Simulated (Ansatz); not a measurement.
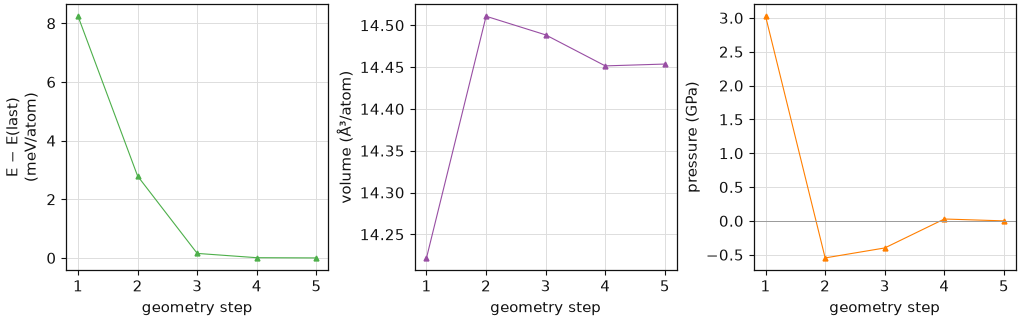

History of a geometry optimisation. Atoms and cell relax. A closing SCF on a freshly chosen basis isn't drawn.

```
crystal:
  lattice:
    - [4.279321, 0.0, 0.0]
    - [-2.139661, 3.706005, 0.0]
    - [0.0, 0.0, 5.380525]
  atoms:
    - { symbol: Ge, position: [0.3333, 0.6667, 0.75] }
    - { symbol: Ge, position: [0.6666, 0.3333, 0.25] }
    - { symbol: Ru, position: [0.3333, 0.6667, 0.25] }
    - { symbol: Ru, position: [0.6666, 0.3333, 0.75] }
    - { symbol: Al, position: [0.0, 0.0, 0.0] }
    - { symbol: Al, position: [0.0, 0.0, 0.5] }
  symmetry: { tolerance: 0.0003 }
kpoints:
  mp_grid: { grid: [5, 5, 4], shift: [0, 0, 0] }
magnetization:
  spin_polarized: false
scf:
  occupations: { method: fermi_dirac }
hamiltonian:
  pseudopotentials: { kind: paw }
  xc: r2scan
basis:
  ecutwfc: 500
output:
  forces: true
  stress: true
  eigenvalues: true
relax:
  max_steps: 40
  cell: {}
```

Run as:
```bash
ansatz run input.yaml --threads 1 --pin off --max-ram 2560MiB --backend cpu --events-out ev --progress --plain --runs-dir out
```

Question: How did it end, and what did it gain?

Answer: The optimisation met its thresholds at geometry 5, counting the start as the first. The energy fell by about 8.2 meV/atom from the first step to the last. All forces vanish by symmetry, so only the cell moves.

Question: Was the starting cell too large or too small?

Answer: The volume grows from 14.22 to 14.45 Å³ per atom (+1.6 %), overshooting to 14.51 at step 2, as the pressure goes from 3 GPa to about 0 GPa. The start was compressed.
